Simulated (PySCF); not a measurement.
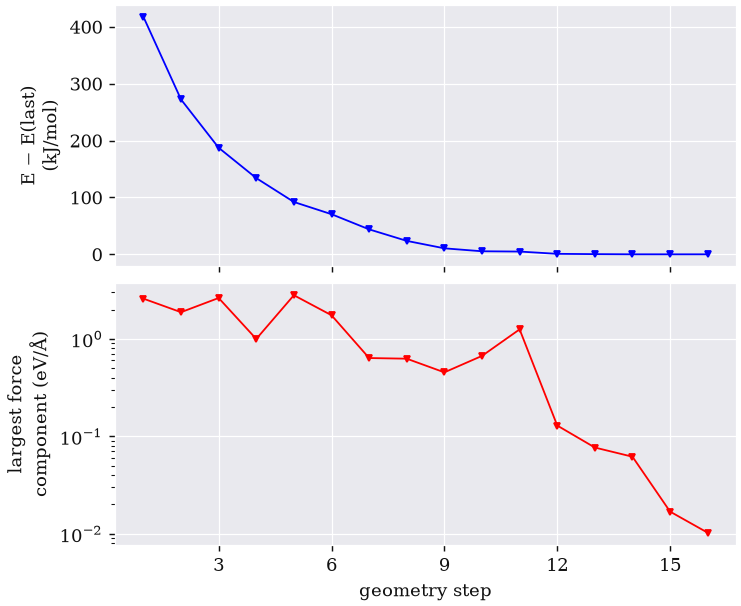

History of a geometry optimisation. The start has point group C2v, which is kept. A held symmetry can leave a saddle point.

- system: Te2O4 molecule
- method: RKS-based B3LYP, Te def2-SVP with ECP28, O def2-SVP; non-relativistic Hamiltonian with scalar-relativistic core potentials; density fitting in PySCF 2.14.0

How did the optimisation end?

Answer. The optimisation met its thresholds at geometry 16, counting the start as the first. The energy fell by about 420 kJ/mol from the first step to the last. The largest force component goes from about 2.6 eV/Å at the start to 0.01 eV/Å at the end.
